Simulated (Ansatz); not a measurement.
# AsH₃+ (doublet): one geometry, many settings

What do other methods and options give for AsH₃+ (doublet) at this geometry, and how long do they take?

The runs use Ansatz 0.2.0, Gaussian basis; the settings change from run to run.

14 further runs of the same task are left out: 6 that didn't finish, 8 set aside as unsound or not needed.

## (1) What is computed

The geometry is a PBE0/def2-TZVP stationary point (not a proven minimum) of the parent state, kept for this charge and spin. No spin-orbit coupling is included. The filled d shell of As may be among the frozen orbitals whatever the setting's name suggests; the logs give the count.

4 atoms, charge 1, spin multiplicity 2.

Atoms are counted from 1 here; the program's logs count them from 0.

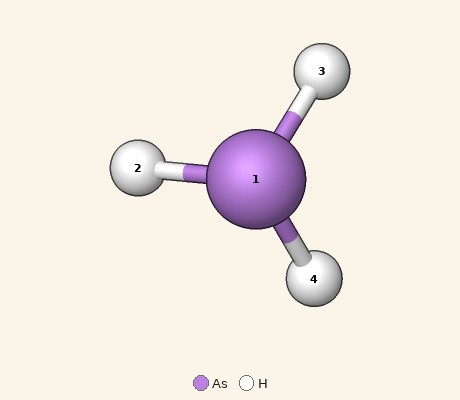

The geometry (arsenic purple, hydrogen white); atoms are numbered from 1 in the order of the file.

## (2) CCSD on ROHF/def2-SVP

in.yaml reads:

```yaml
crystal:
  periodic: [false, false, false]
  atoms:
    - {symbol: As, position_ang: [0.000180, 0.000018, -0.032875]}
    - {symbol: H, position_ang: [1.259297, 0.013995, 0.821503]}
    - {symbol: H, position_ang: [-0.648855, 1.086822, 0.811601]}
    - {symbol: H, position_ang: [-0.623856, -1.102121, 0.810570]}
basis:
  gaussian: {orbitals: def2-SVP}
total_charge: 1
magnetization: {spin_polarized: false, initial_magnetization: 1}
correlation: {method: ccsd, electrons: outside_noble_gas}
```

Launch:

```bash
$ ansatz run in.yaml --threads 1 --pin off --events-out ev --progress --plain --max-ram 2393MiB
```

Log:

```text
Functional definition: HF
  name "HF"
  cite "Fock, Z. Phys. 61, 126 (1930) doi:10.1007/BF01340294"
  parent pbe
  exchange = exact_x
  correlation = 0
469 factors; integrals over basis functions are off by at most 1.1e-3 eV
mean field evaluation 1: about -60825.1732 eV, gradient 9.4e0 eV
mean field evaluation 2: about -60825.1746 eV, gradient 9.4e0 eV
mean field evaluation 4: about -60825.6476 eV, gradient 1.0e0 eV
mean field evaluation 8: about -60825.6539 eV, gradient 2.3e-5 eV
mean field evaluation 16: about -60825.6536 eV, gradient 2.1e-1 eV
mean field evaluation 32: about -60822.4972 eV, gradient 4.9e-2 eV
mean field evaluation 64: about -60822.4970 eV, gradient 1.1e-4 eV
mean field -60825.65391714 eV, -2235.3015523458 hartree, gradient 1.7e-6 eV, S^2 0.750000; 1 other end points of the search recorded, 0 dependent functions left out
determinant -60825.65391714 eV, -2235.3015523458 hartree, with singles and doubles -60829.17911401 eV, -2235.4311009412 hartree
determinant -60822.49702644 eV, -2235.1855387526 hartree, with singles and doubles -60826.37563386 eV, -2235.3280749463 hartree
14 core orbitals not correlated: weight in the atoms' cores, before any rotation towards them, 1.000 or more for the frozen orbitals, at most 0.000 for the correlated occupied ones
reference -60825.65391714 eV, -2235.3015523458 hartree; 4, 3 occupied and 29, 30 virtual orbitals, 469 factors
second order -2.77635867 eV of doubles, -0.03449293 eV of singles
cycle   1  -3.52524611 eV  change   -4.9e-5 eV  update   1.2e-4
cycle   2  -3.52527446 eV  change   -2.8e-5 eV  update   7.0e-5
cycle   3  -3.52526888 eV  change    5.6e-6 eV  update   1.4e-5
cycle   4  -3.52526436 eV  change    4.5e-6 eV  update   4.3e-6
Total energy: -60829.17918150 eV, -2235.4311034215 hartree
```

Run time: 0.75 s. Hardware: 1 thread of Intel Xeon 6975P-C, shared host.

From the report: correlation -3.5253 eV; T1 0.015; largest double amplitude 0.06.

## (3) MP2 on ROHF/6-31G*

in.yaml, as its differences from that of step 2:

```diff
@@ -8,5 +8,6 @@
 basis:
-  gaussian: {orbitals: def2-SVP}
+  gaussian: {orbitals: "6-31G*"}
 total_charge: 1
 magnetization: {spin_polarized: false, initial_magnetization: 1}
-correlation: {method: ccsd, electrons: outside_noble_gas}
+correlation: {method: mp2, electrons: outside_noble_gas}
+output: {forces: true}
```

Launched as before.

Log, shortened:

```text
Functional definition: HF
  name "HF"
  cite "Fock, Z. Phys. 61, 126 (1930) doi:10.1007/BF01340294"
  parent pbe
[...]
427 factors; integrals over basis functions are off by at most 5.0e-4 eV
[...]
mean field -60825.09469074 eV, -2235.2810011547 hartree, gradient 1.5e-6 eV, S^2 0.750000; 0 other end points of the search recorded, 0 dependent functions left out
[...]
14 core orbitals not correlated: weight in the atoms' cores, before any rotation towards them, 1.000 or more for the frozen orbitals, at most 0.000 for the correlated occupied ones
reference -60825.09469074 eV, -2235.2810011547 hartree; 4, 3 occupied and 23, 24 virtual orbitals, 427 factors
second order -2.23215315 eV of doubles, -0.03192618 eV of singles
[...]
Total energy: -60827.35877007 eV, -2235.3642045353 hartree
Atom 0 at     0.000180     0.000018    -0.032875 Å, force    -0.018342    -0.001785     3.344379 eV/Å
Atom 1 at     1.259297     0.013995     0.821503 Å, force     0.642255     0.007858    -1.111303 eV/Å
Atom 2 at    -0.648855     1.086822     0.811601 Å, force    -0.318248     0.547894    -1.116278 eV/Å
Atom 3 at    -0.623856    -1.102121     0.810570 Å, force    -0.305664    -0.553967    -1.116797 eV/Å
Dipole moment:    -0.000496    -0.000048     0.090291 e Å
```

It took 0.57 s on 1 thread of Intel Xeon 6975P-C, shared host.

## (4) NEVPT4(SD)(1,3)/def2-mTZVP

in.yaml, as its differences from that of step 3:

```diff
@@ -8,6 +8,5 @@
 basis:
-  gaussian: {orbitals: "6-31G*"}
+  gaussian: {orbitals: def2-mTZVP}
 total_charge: 1
 magnetization: {spin_polarized: false, initial_magnetization: 1}
-correlation: {method: mp2, electrons: outside_noble_gas}
-output: {forces: true}
+correlation: {method: fic_nevpt4_sd, electrons: outside_noble_gas, active_space: {window: {electrons: 1, orbitals: 3}, states: [{multiplicity: 2, weights: [1, 1, 1]}]}}
```

Same command.

Log, shortened:

```text
Functional definition: HF
  name "HF"
  cite "Fock, Z. Phys. 61, 126 (1930) doi:10.1007/BF01340294"
  parent pbe
[...]
709 factors; integrals over basis functions are off by at most 1.4e-7 eV
[...]
mean field -60832.96530462 eV, -2235.5702408797 hartree, gradient 3.2e-6 eV, S^2 0.750000; 0 other end points of the search recorded, 0 dependent functions left out
reference -60832.96530462 eV, -2235.5702408797 hartree; 18, 17 occupied and 27, 28 virtual orbitals, 709 factors
state -60832.85229077 eV, -2235.5660876977 hartree
state -60823.92622980 eV, -2235.2380610070 hartree
state -60823.92622662 eV, -2235.2380608904 hartree
state -60832.85229077 eV, -2235.5660876977 hartree; corrected -60836.01686262 eV, -2235.6823835681 hartree
state -60823.92622980 eV, -2235.2380610070 hartree; corrected -60827.62679899 eV, -2235.3740544165 hartree
state -60823.92622662 eV, -2235.2380608904 hartree; corrected -60827.62679582 eV, -2235.3740542999 hartree
Total energy: -60830.42348581 eV, -2235.4768307615 hartree
```

Wall time 0.84 s (1 thread of Intel Xeon 6975P-C, shared host).

From the report: 2 determinants; active occupations (of the averaged states) 0.33, 0.33, 0.33.

## (5) CCSD on UHF/def2-SVPD

in.yaml reads:

```yaml
crystal:
  periodic: [false, false, false]
  atoms:
    - {symbol: As, position_ang: [0.000180, 0.000018, -0.032875]}
    - {symbol: H, position_ang: [1.259297, 0.013995, 0.821503]}
    - {symbol: H, position_ang: [-0.648855, 1.086822, 0.811601]}
    - {symbol: H, position_ang: [-0.623856, -1.102121, 0.810570]}
basis:
  gaussian: {orbitals: def2-SVPD}
total_charge: 1
magnetization: {spin_polarized: true, initial_magnetization: 1}
correlation: {method: ccsd, electrons: outside_noble_gas}
scf: {lower_state_search: full}
output: {forces: true}
```

Same command.

Log, shortened:

```text
Functional definition: HF
  name "HF"
  cite "Fock, Z. Phys. 61, 126 (1930) doi:10.1007/BF01340294"
  parent pbe
[...]
599 factors; integrals over basis functions are off by at most 1.0e-3 eV
[...]
mean field -60825.78390202 eV, -2235.3063292021 hartree, gradient 2.7e-6 eV, S^2 0.754363; 5 other end points of the search recorded, 0 dependent functions left out
determinant -60825.78390202 eV, -2235.3063292021 hartree, with singles and doubles -60829.36027561 eV, -2235.4377585073 hartree
determinant -60822.86372912 eV, -2235.1990148273 hartree, with singles and doubles -60826.56776938 eV, -2235.3351357963 hartree
determinant -60822.85950230 eV, -2235.1988594945 hartree, with singles and doubles -60826.57962374 eV, -2235.3355714358 hartree
14 core orbitals not correlated: weight in the atoms' cores, before any rotation towards them, 1.000 or more for the frozen orbitals, at most 0.000 for the correlated occupied ones
reference -60825.78390202 eV, -2235.3063292021 hartree; 4, 3 occupied and 44, 45 virtual orbitals, 599 factors
second order -2.83487247 eV of doubles, -0.00000000 eV of singles
cycle   1  -3.55320211 eV  change   -1.2e-1 eV  update   1.3e-2
[...]
cycle  10  -3.56075041 eV  change   -1.7e-7 eV  update   7.1e-7
[...]
Total energy: -60829.34465243 eV, -2235.4371843663 hartree
Atom 0 at     0.000180     0.000018    -0.032875 Å, force    -0.017527    -0.001706     3.195785 eV/Å
Atom 1 at     1.259297     0.013995     0.821503 Å, force     0.607816     0.007442    -1.061960 eV/Å
Atom 2 at    -0.648855     1.086822     0.811601 Å, force    -0.301099     0.518473    -1.066667 eV/Å
Atom 3 at    -0.623856    -1.102121     0.810570 Å, force    -0.289191    -0.524209    -1.067158 eV/Å
Dipole moment:    -0.000344    -0.000033     0.062630 e Å
```

Run time: 3.2 s. Hardware: 1 thread of Intel Xeon 6975P-C, shared host.

From the report: ⟨S²⟩ of the determinant 0.754 (pure doublet: 0.75); correlation -3.5608 eV; T1 0.012; largest double amplitude 0.05.

## (6) CASSCF(1,8)/cc-pVDZ

in.yaml reads:

```yaml
crystal:
  periodic: [false, false, false]
  atoms:
    - {symbol: As, position_ang: [0.000180, 0.000018, -0.032875]}
    - {symbol: H, position_ang: [1.259297, 0.013995, 0.821503]}
    - {symbol: H, position_ang: [-0.648855, 1.086822, 0.811601]}
    - {symbol: H, position_ang: [-0.623856, -1.102121, 0.810570]}
basis:
  gaussian: {orbitals: cc-pVDZ}
total_charge: 1
magnetization: {spin_polarized: false, initial_magnetization: 1}
correlation: {active_space: {window: {electrons: 1, orbitals: 8}}}
accuracy: high
```

Same command.

Log:

```text
Functional definition: HF
  name "HF"
  cite "Fock, Z. Phys. 61, 126 (1930) doi:10.1007/BF01340294"
  parent pbe
  exchange = exact_x
  correlation = 0
898 factors; integrals over basis functions are off by at most 4.5e-9 eV
mean field evaluation 1: about -60831.9194 eV, gradient 8.8e0 eV
mean field evaluation 2: about -60831.9258 eV, gradient 8.8e0 eV
mean field evaluation 4: about -60832.3948 eV, gradient 6.2e-1 eV
mean field evaluation 8: about -60832.3976 eV, gradient 6.4e-6 eV
mean field -60832.39759899 eV, -2235.5493780829 hartree, gradient 8.9e-8 eV, S^2 0.750000; 0 other end points of the search recorded, 0 dependent functions left out
reference -60832.39759899 eV, -2235.5493780829 hartree; 18, 17 occupied and 24, 25 virtual orbitals, 898 factors
state -60832.39759899 eV, -2235.5493780829 hartree
Total energy: -60832.39759899 eV, -2235.5493780829 hartree
```

Wall time 1.1 s (1 thread of Intel Xeon 6975P-C, shared host).

From the report: 8 determinants; active occupations 1.00, 0.00, 0.00, 0.00, 0.00, 0.00, 0.00, 0.00. With so small a space the active step adds no correlation: the energy is the mean field's.

## (7) CCSDT on ROHF/6-31G

in.yaml, as its differences from that of step 6:

```diff
@@ -8,6 +8,6 @@
 basis:
-  gaussian: {orbitals: cc-pVDZ}
+  gaussian: {orbitals: 6-31G, point_charges: [{charge: -1.00, position_ang: [4.513, -0.247, -0.964]}]}
 total_charge: 1
 magnetization: {spin_polarized: false, initial_magnetization: 1}
-correlation: {active_space: {window: {electrons: 1, orbitals: 8}}}
-accuracy: high
+correlation: {method: ccsdt, electrons: outside_noble_gas}
+output: {forces: true}
```

Launched as before.

Log, shortened:

```text
Functional definition: HF
  name "HF"
  cite "Fock, Z. Phys. 61, 126 (1930) doi:10.1007/BF01340294"
  parent pbe
[...]
598 factors; integrals over basis functions are off by at most 3.3e-8 eV
[...]
mean field -60826.23686134 eV, -2235.3229751502 hartree, gradient 1.6e-6 eV, S^2 0.750000; 1 other end points of the search recorded, 0 dependent functions left out
determinant -60826.23686134 eV, -2235.3229751502 hartree, with singles and doubles -60828.36188075 eV, -2235.4010681730 hartree
determinant -60823.08615124 eV, -2235.2071886896 hartree, with singles and doubles -60825.34878795 eV, -2235.2903390549 hartree
14 core orbitals not correlated: weight in the atoms' cores, before any rotation towards them, 0.999 or more for the frozen orbitals, at most 0.000 for the correlated occupied ones
reference -60826.23686134 eV, -2235.3229751502 hartree; 4, 3 occupied and 17, 18 virtual orbitals, 598 factors
second order -1.50852626 eV of doubles, -0.01211337 eV of singles
cycle   1  -1.91201008 eV  change   -3.9e-1 eV  update   5.6e-2
[...]
cycle  13  -2.16510859 eV  change   -9.4e-8 eV  update   3.3e-7
[...]
Total energy: -60828.40196993 eV, -2235.4025414232 hartree
Atom 0 at     0.000180     0.000018    -0.032875 Å, force     0.735036    -0.034406     2.747700 eV/Å
Atom 1 at     1.259297     0.013995     0.821503 Å, force     0.885223    -0.000409    -1.063786 eV/Å
Atom 2 at    -0.648855     1.086822     0.811601 Å, force    -0.488304     0.707608    -0.922611 eV/Å
Atom 3 at    -0.623856    -1.102121     0.810570 Å, force    -0.459466    -0.710583    -0.926411 eV/Å
Dipole moment:     0.113536    -0.004819     0.028727 e Å
```

It took 2.9 s on 1 thread of Intel Xeon 6975P-C, shared host.

From the report: correlation -2.1651 eV; T1 0.010; largest double amplitude 0.07.

## (8) NEVPT4(SD)(1,9)/6-31G

in.yaml reads:

```yaml
crystal:
  periodic: [false, false, false]
  atoms:
    - {symbol: As, position_ang: [0.000180, 0.000018, -0.032875]}
    - {symbol: H, position_ang: [1.259297, 0.013995, 0.821503]}
    - {symbol: H, position_ang: [-0.648855, 1.086822, 0.811601]}
    - {symbol: H, position_ang: [-0.623856, -1.102121, 0.810570]}
basis:
  gaussian: {orbitals: 6-31G}
total_charge: 1
magnetization: {spin_polarized: false, initial_magnetization: 1}
correlation: {method: fic_nevpt4_sd, electrons: outside_noble_gas, active_space: {window: {electrons: 1, orbitals: 9}}}
```

Same command.

Log:

```text
Functional definition: HF
  name "HF"
  cite "Fock, Z. Phys. 61, 126 (1930) doi:10.1007/BF01340294"
  parent pbe
  exchange = exact_x
  correlation = 0
346 factors; integrals over basis functions are off by at most 3.3e-4 eV
mean field evaluation 1: about -60822.7929 eV, gradient 7.5e0 eV
mean field evaluation 2: about -60822.8394 eV, gradient 7.6e0 eV
mean field evaluation 4: about -60823.1007 eV, gradient 8.3e-1 eV
mean field evaluation 8: about -60823.1016 eV, gradient 1.1e-4 eV
mean field -60823.10156824 eV, -2235.2077552537 hartree, gradient 1.3e-6 eV, S^2 0.750000; 0 other end points of the search recorded, 0 dependent functions left out
reference -60823.10156824 eV, -2235.2077552537 hartree; 18, 17 occupied and 17, 18 virtual orbitals, 346 factors
state -60823.10156824 eV, -2235.2077552537 hartree
state -60823.10156824 eV, -2235.2077552537 hartree; corrected -60825.09981020 eV, -2235.2811892914 hartree
WARN: 8 active orbitals are nearly empty or full. The corrections depend on them more than the energy does, and are more stable in an active space without them
Total energy: -60825.09981020 eV, -2235.2811892914 hartree
```

Run time: 1.4 s. Hardware: 1 thread of Intel Xeon 6975P-C, shared host; peak memory 0.32 GiB.

From the report: 7 determinants; active occupations 1.00, 0.00, 0.00, 0.00, 0.00, 0.00, 0.00, 0.00, 0.00. The report marks this result as in doubt.

## (9) NEVPT4(SD)(3,6)/6-31G

in.yaml, as its differences from that of step 8:

```diff
@@ -11,2 +11,3 @@
 magnetization: {spin_polarized: false, initial_magnetization: 1}
-correlation: {method: fic_nevpt4_sd, electrons: outside_noble_gas, active_space: {window: {electrons: 1, orbitals: 9}}}
+correlation: {method: fic_nevpt4_sd, electrons: valence, active_space: {window: {electrons: 3, orbitals: 6}, states: [{multiplicity: 2, weights: [1, 1, 1, 1]}]}}
+accuracy: high
```

The command is unchanged.

Log, shortened:

```text
Functional definition: HF
  name "HF"
  cite "Fock, Z. Phys. 61, 126 (1930) doi:10.1007/BF01340294"
  parent pbe
[...]
597 factors; integrals over basis functions are off by at most 3.9e-9 eV
[...]
mean field -60823.10182113 eV, -2235.2077645473 hartree, gradient 7.1e-8 eV, S^2 0.750000; 0 other end points of the search recorded, 0 dependent functions left out
reference -60823.10182113 eV, -2235.2077645473 hartree; 18, 17 occupied and 17, 18 virtual orbitals, 597 factors
state -60823.51922355 eV, -2235.2231038035 hartree
state -60820.12179897 eV, -2235.0982507531 hartree
state -60814.67394572 eV, -2234.8980458385 hartree
state -60814.46249943 eV, -2234.8902753308 hartree
state -60823.51922355 eV, -2235.2231038035 hartree; corrected -60828.86976327 eV, -2235.4197325114 hartree
state -60820.12179897 eV, -2235.0982507531 hartree; corrected -60825.67940659 eV, -2235.3024890659 hartree
state -60814.67394572 eV, -2234.8980458385 hartree; corrected -60820.19345277 eV, -2235.1008839816 hartree
state -60814.46249943 eV, -2234.8902753308 hartree; corrected -60820.06699349 eV, -2235.0962366888 hartree
Total energy: -60823.70240403 eV, -2235.2298355619 hartree
```

Run time: 3.1 s. Hardware: 1 thread of Intel Xeon 6975P-C, shared host.

From the report: 55 determinants; active occupations (of the averaged states) 1.66, 0.81, 0.27, 0.25, 0.01, 0.00.

## (10) CCSDT(Q) on ROHF/STO-3G

in.yaml reads:

```yaml
crystal:
  periodic: [false, false, false]
  atoms:
    - {symbol: As, position_ang: [0.000180, 0.000018, -0.032875]}
    - {symbol: H, position_ang: [1.259297, 0.013995, 0.821503]}
    - {symbol: H, position_ang: [-0.648855, 1.086822, 0.811601]}
    - {symbol: H, position_ang: [-0.623856, -1.102121, 0.810570]}
basis:
  gaussian: {orbitals: STO-3G}
total_charge: 1
magnetization: {spin_polarized: false, initial_magnetization: 1}
correlation: {method: ccsdt_q, electrons: valence}
output: {forces: true}
```

The command is unchanged.

Log:

```text
Functional definition: HF
  name "HF"
  cite "Fock, Z. Phys. 61, 126 (1930) doi:10.1007/BF01340294"
  parent pbe
  exchange = exact_x
  correlation = 0
251 factors; integrals over basis functions are off by at most 3.5e-8 eV
mean field evaluation 1: about -60157.0965 eV, gradient 3.5e0 eV
mean field evaluation 2: about -60157.0939 eV, gradient 3.5e0 eV
mean field evaluation 4: about -60157.2045 eV, gradient 9.7e-2 eV
mean field evaluation 8: about -60157.2046 eV, gradient 1.2e-6 eV
mean field evaluation 16: about -60157.2046 eV, gradient 1.7e-5 eV
mean field -60157.20457583 eV, -2210.7364921441 hartree, gradient 1.2e-6 eV, S^2 0.750000; 1 other end points of the search recorded, 0 dependent functions left out
9 core orbitals not correlated: weight in the atoms' cores, before any rotation towards them, 1.000 or more for the frozen orbitals, at most 0.000 for the correlated occupied ones
reference -60157.20457583 eV, -2210.7364921441 hartree; 9, 8 occupied and 3, 4 virtual orbitals, 251 factors
second order -1.02078083 eV of doubles, -0.00451028 eV of singles
cycle   1  -1.38975410 eV  change   -3.6e-1 eV  update   5.5e-2
cycle   2  -1.62586384 eV  change   -2.4e-1 eV  update   2.4e-2
cycle   3  -1.63510793 eV  change   -9.2e-3 eV  update   5.2e-3
cycle   4  -1.63863683 eV  change   -3.5e-3 eV  update   2.0e-3
cycle   5  -1.63875555 eV  change   -1.2e-4 eV  update   9.2e-4
cycle   6  -1.63839243 eV  change    3.6e-4 eV  update   3.6e-4
cycle   7  -1.63867650 eV  change   -2.8e-4 eV  update   1.2e-4
cycle   8  -1.63866690 eV  change    9.6e-6 eV  update   6.9e-5
cycle   9  -1.63864294 eV  change    2.4e-5 eV  update   2.1e-5
cycle  10  -1.63865071 eV  change   -7.8e-6 eV  update   6.1e-6
cycle  11  -1.63865057 eV  change    1.4e-7 eV  update   2.3e-6
cycle  12  -1.63865091 eV  change   -3.4e-7 eV  update   7.8e-7
perturbative correction 0.00001520 eV, 0.0000005586 hartree
the calculation of the forces begins
Total energy: -60158.84321154 eV, -2210.7967108956 hartree
Atom 0 at     0.000180     0.000018    -0.032875 Å, force    -0.019939    -0.001940     3.635338 eV/Å
Atom 1 at     1.259297     0.013995     0.821503 Å, force     0.458139     0.005802    -1.209305 eV/Å
Atom 2 at    -0.648855     1.086822     0.811601 Å, force    -0.223565     0.389088    -1.212833 eV/Å
Atom 3 at    -0.623856    -1.102121     0.810570 Å, force    -0.214634    -0.392949    -1.213201 eV/Å
Dipole moment:    -0.000090    -0.000009     0.016467 e Å
```

Wall time 11 s (1 thread of Intel Xeon 6975P-C, shared host); peak memory 0.44 GiB.

From the report: correlation -1.6386 eV; T1 0.005; largest double amplitude 0.09.

## (11) The runs in one table

Where basis and cores are those of an earlier UCCSDT(Q)/cc-pVDZ run (-60835.9978 eV), and the state is the same kind, the miss against it is given. † marks a result that the program doubts.

| level | correlated | functions | energy (eV) | from UCCSDT(Q) (meV) | time |
| --- | --- | --- | --- | --- | --- |
| CCSD on ROHF/def2-SVP | outside noble gas | 47 | -60829.1792 |  | 0.75 s |
| MP2 on ROHF/6-31G* | outside noble gas | 41 | -60827.3588 |  | 0.57 s |
| NEVPT4(SD)(1,3)/def2-mTZVP (mean of several states) | outside noble gas | 45 | -60830.4235 |  | 0.84 s |
| CCSD on UHF/def2-SVPD | outside noble gas | 62 | -60829.3447 |  | 3.2 s |
| CASSCF(1,8)/cc-pVDZ |  | 42 | -60832.3976 | 3600.2 | 1.1 s |
| CCSDT on ROHF/6-31G (beside a point charge) | outside noble gas | 35 | -60828.4020 |  | 2.9 s |
| NEVPT4(SD)(1,9)/6-31G † | outside noble gas | 35 | -60825.0998 |  | 1.4 s |
| NEVPT4(SD)(3,6)/6-31G (mean of several states) | valence | 35 | -60823.7024 |  | 3.1 s |
| CCSDT(Q) on ROHF/STO-3G | valence | 21 | -60158.8432 |  | 11 s |

## (12) Summary of results

| quantity | value |
| --- | --- |
| runs | 9 |
| quickest | MP2 on ROHF/6-31G*, 0.57 s |
| slowest | CCSDT(Q) on ROHF/STO-3G, 11 s |

What this shows: Total energies in different bases, with other cores or another treatment of relativity can't be set against each other. CCSDT(Q) on ROHF/STO-3G took 18 times as long as MP2 on ROHF/6-31G*; the jobs differ in more than the method. Hartree-Fock, CASSCF and CASCI lack dynamic correlation by design.
